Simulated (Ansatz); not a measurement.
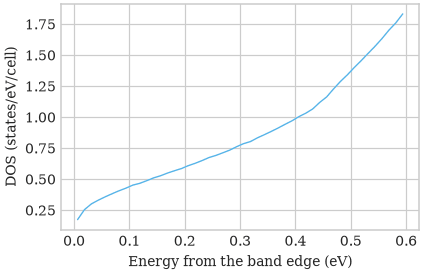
*Density of states of TiO2 (P4_2/mnm) below the valence band maximum, PBEsol with spin-orbit coupling, rigid bands (Ansatz, a program for electronic structure); cell volume 62.0 Å³.*

Question: What effective density of states at 300 K does this give (∫ g(E) exp(−E/k_BT) dE, both spins, divided by the cell's size)?

Answer: 1.1e20 cm⁻³, a density-of-states mass of 2.6 mₑ, valleys and band degeneracy included.

Geometry: cell and atoms relaxed with PBEsol.
